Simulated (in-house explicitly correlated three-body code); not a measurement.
Two electrons around a point charge Z = 4.6. Computed variationally in 260 exponentially correlated functions with an in-house code, non-relativistic, converged to about 10⁻⁷ hartree. Wanted, and plotted below: the distribution of the distance r₁₂ between the electrons in the ground state (one pair, times 4πr₁₂²) and its difference from that of the Kohn-Sham determinant with the same density, the Coulomb hole.

The pair density peaks near r₁₂ = 0.41 bohr, and ⟨r₁₂⟩ = 0.5291 bohr. Correlation takes weight from short distances: the hole is deepest (−0.082 bohr⁻¹) near 0.20 bohr and first changes sign near 0.41 bohr, moving 1.9 % of the pair outwards. The mean cosine of the angle between the electrons is −0.0287, and the density-functional correlation energy is −44.58 millihartree.

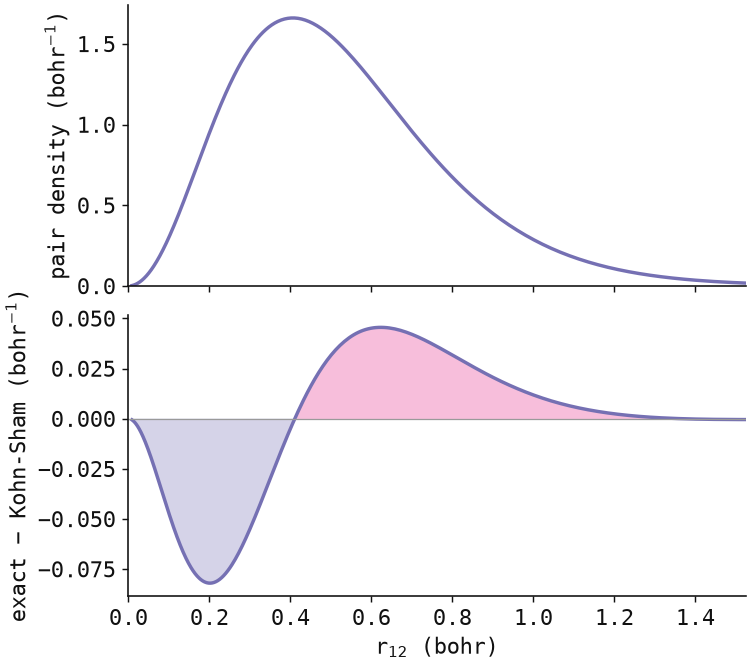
